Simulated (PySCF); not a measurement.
```xyz
8

C    -1.1277   -0.2258    0.4430
C     0.0407    0.3613    0.2980
C     1.1200   -0.0067   -0.6549
O     2.1697    0.4872   -0.8189
H    -1.4950   -1.0811   -0.1118
H    -1.8363    0.1451    1.1821
H     0.3483    1.2233    0.8944
H     0.7894   -0.8939   -1.2567
```

Geometry: GFN2-xTB.

These are results of UKS B3LYP, pcH-1 on C H O, non-relativistic, mean-field spin-orbit, GIAO (PySCF), not measurements.

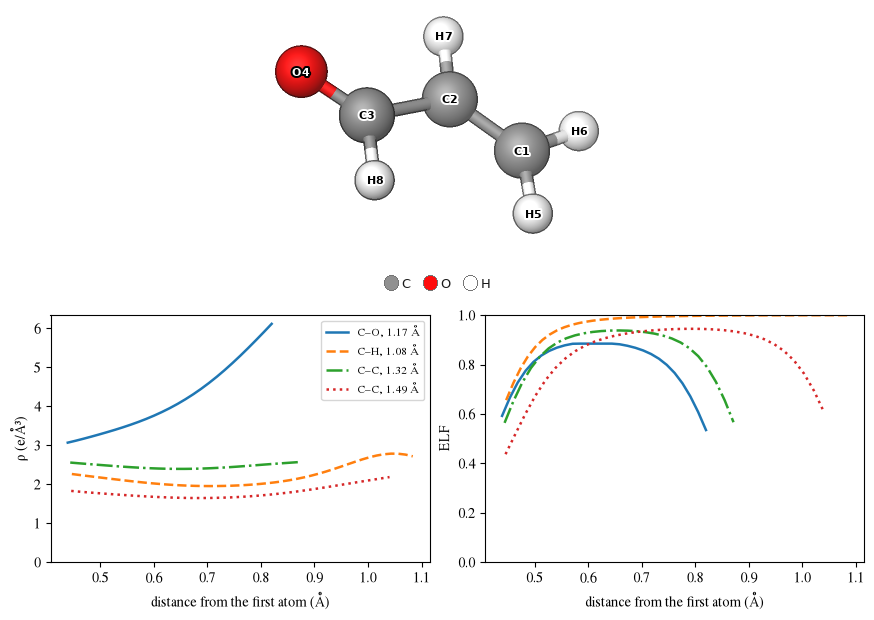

C₃H₄O (charge +1, doublet). Total electron density and ELF along straight lines between neighbouring atoms. The curves leave out the atomic cores. The structure is drawn too.

Q: Compare the contacts.

A: C–O (1.17 Å): ρ is about 3.7 e/Å³ halfway; the ELF peaks at about 0.90 between the atoms (a multiple bond).
C–H (1.08 Å): ρ is about 2.1 e/Å³ halfway; the ELF climbs to about 1 towards the hydrogen, as it does in any bond to H: a covalent bond by its length.
C–C (1.32 Å): ρ is about 2.4 e/Å³ halfway; the ELF peaks at about 0.95 between the atoms: a multiple bond.
C–C (1.49 Å): the density is about 1.7 e/Å³ at the midpoint; the ELF peaks at about 0.95 between the atoms (a shared electron pair).
